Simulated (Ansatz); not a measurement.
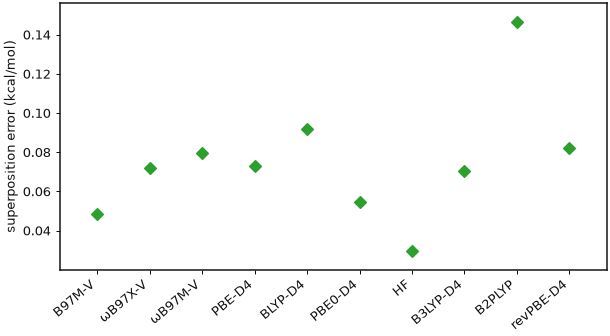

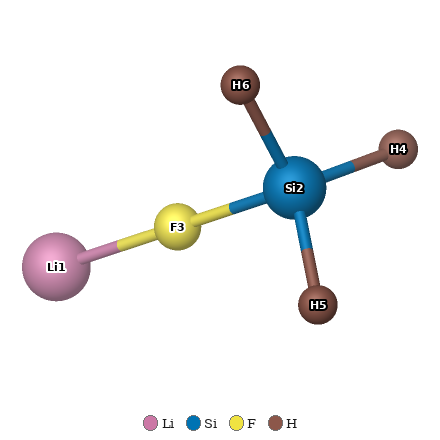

Basis-set superposition error of the pair Li⁺ and FH₃Si at one optimised PBE0-D4 geometry, drawn, with the closest contact Li1···F3 1.75 Å (H···H pairs aside; other arrangements can bind more strongly; the cost of deforming the partners isn't counted), def2-TZVPPD, the Ansatz code; cores frozen in correlated methods. The outer core of Li, Na, Mg and K is correlated.

**What range do the values span?**

From 0.03 kcal/mol (HF) to 0.15 kcal/mol (B2PLYP).

**Give the values.**

```
    level  kcal/mol
   B97M-V      0.05
  ωB97X-V      0.07
  ωB97M-V      0.08
   PBE-D4      0.07
  BLYP-D4      0.09
  PBE0-D4      0.05
       HF      0.03
 B3LYP-D4      0.07
   B2PLYP      0.15
revPBE-D4      0.08
```
